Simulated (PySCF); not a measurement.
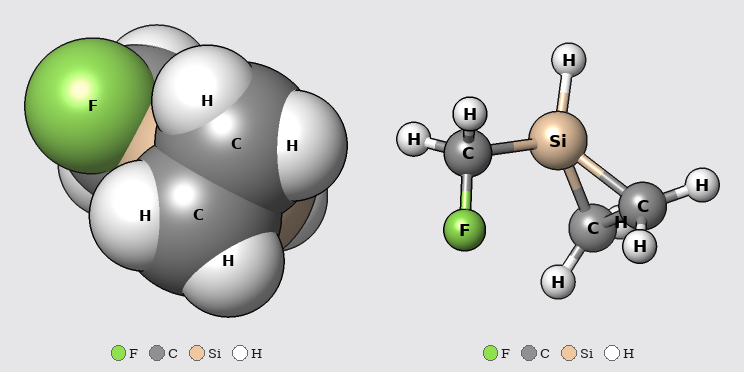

Both panels show the same species.

Computed geometry: PBE0-D3(BJ)/def2-SVP optimisation. No frequency run is at hand to confirm it as a minimum.

Give the formula.

C3H7FSi, 12 atoms: 3 carbon, 7 hydrogen, 1 fluorine and 1 silicon.

Give a SMILES string for it.

FC[SiH]1CC1

Count the bonded pairs by element.

6 C–H, 3 C–Si, 1 C–F, 1 C–C, 1 Si–H.

Name functional groups in it.

Among them: C–F bond, Si–H bond.

More results for the same structure follow; atom numbers are the same in all pictures, views and colours differ.

### NMR shielding

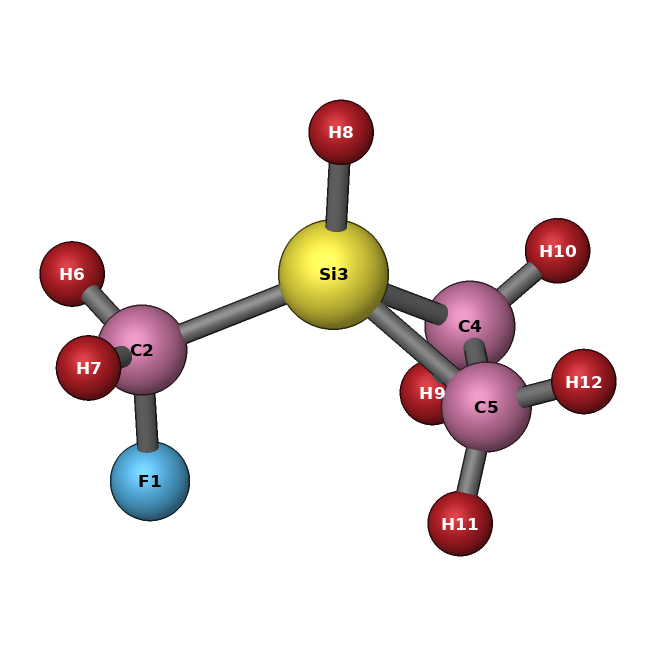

No frequency run is at hand to confirm it as a minimum. Properties computed with GIAO PBE0/6-311+G(2d,p) NMR shielding, non-relativistic, gas phase (PySCF 2.14.0). Principal shieldings σ11 ≤ σ22 ≤ σ33, span Ω = σ33 − σ11, skew κ = 3(σiso − σ22)/Ω.

Which C atom has the most anisotropic shielding?

C2, with a span of 126 ppm.

Give the shielding tensors of the C atoms.

```json
{"atom": "C2", "σ11": "70.2", "σ22": "84.2", "σ33": "195.7", "σiso": "116.7", "Ω": "125.6", "κ": "0.78"}
{"atom": "C4, C5", "σ11": "171.2", "σ22": "197.7", "σ33": "216.5", "σiso": "195.1", "Ω": "45.3", "κ": "−0.17"}
```

Shieldings and span in ppm.

### Bond orders

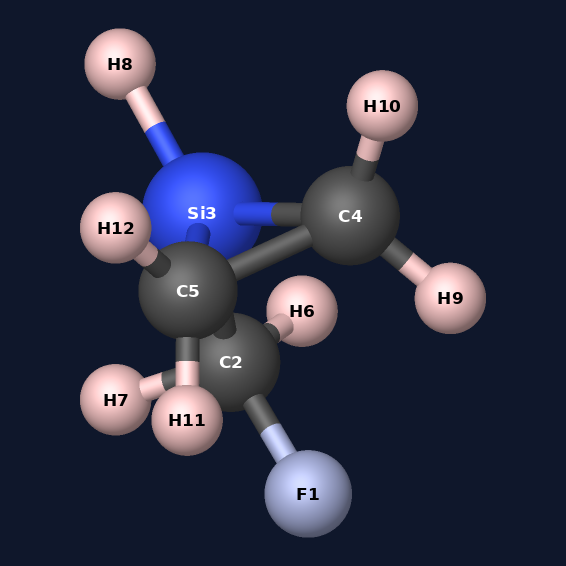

Every bond is drawn as one stick. No frequency run is at hand to confirm it as a minimum. Computed with PBE0/6-31G* (PySCF 2.14.0).

List the Mayer bond orders of F1–C2, C2–Si3, C2–H6, C2–H7, Si3–C4, Si3–H8, C4–C5, C4–H9, C4–H10, C5–H11, C5–H12 (one bond of each equivalent set). Atoms whose distances differ by more than 0.02 Å in this geometry are listed apart.

```csv
bond,Mayer order,length (Å)
F1–C2,0.85,1.380
C2–Si3,0.91,1.898
C2–H6,0.91,1.105
C2–H7,0.91,1.105
Si3–C4,1.00,1.852
Si3–H8,0.92,1.486
C4–C5,0.89,1.545
C4–H9,0.92,1.096
C4–H10,0.93,1.095
C5–H11,0.92,1.096
C5–H12,0.93,1.096
```

### Charges

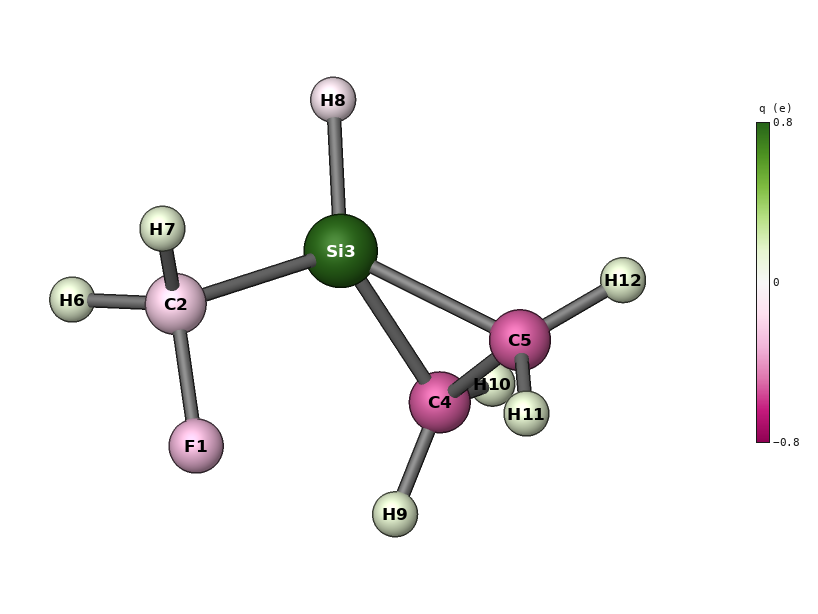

Atoms are coloured by their IAO charges. No frequency run is at hand to confirm it as a minimum. Level of theory: PBE0/def2-SVP, gas phase (PySCF 2.14.0).

Give the IAO charges atom by atom.

```csv
atom,value (e)
F1,−0.31
C2,−0.22
Si3,0.78
C4,−0.52
C5,−0.52
H6,0.14
H7,0.14
H8,−0.11
H9,0.15
H10,0.15
H11,0.15
H12,0.15
```

### Electronic properties

No frequency run is at hand to confirm it as a minimum. Properties computed with PBE0/def2-TZVP, gas phase (PySCF 2.14.0).

Give the HOMO energy (Kohn–Sham orbital) at this level.

−6.79 eV.

Give the HOMO–LUMO gap at this level.

7.36 eV.

What is the dipole moment?

1.45 D.
